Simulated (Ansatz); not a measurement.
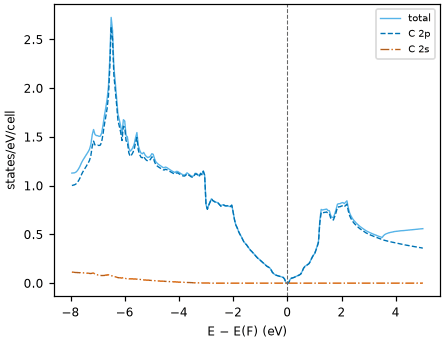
Fig. 1. Total and projected density of states of C in space group R-3m (No. 166; C on 6c, C on 6c), plane-wave PAW LDA (Ansatz code)

Problem. Which orbitals carry the states next to the Fermi level?

Solution. Within 0.5 eV of the Fermi level: C 2p 99 %. Projections are on Löwdin-orthogonalised atomic valence shells; empty p or d shells of many metals are not among them.

Problem. Where is the tallest occupied peak in this window, and what makes it?

Solution. Near -6.5 eV, about 2.7 states/eV per cell; the largest projected share is C 2p.

The workflow started from a Materials Project entry (that database holds measured and hypothetical structures alike); the Crystallography Open Database files this formula in space group No. 166, but the cells were not matched. It is not the phase usual at ambient conditions (space group No. 194, 227). The cell was relaxed with LDA under the symmetry of its start; its stability against distortions is not shown here. A crystal of weakly bound layers computed without a dispersion correction: the cell and the soft elastic constants depend strongly on that.

Potentials: the later of the program's two PAW sets.
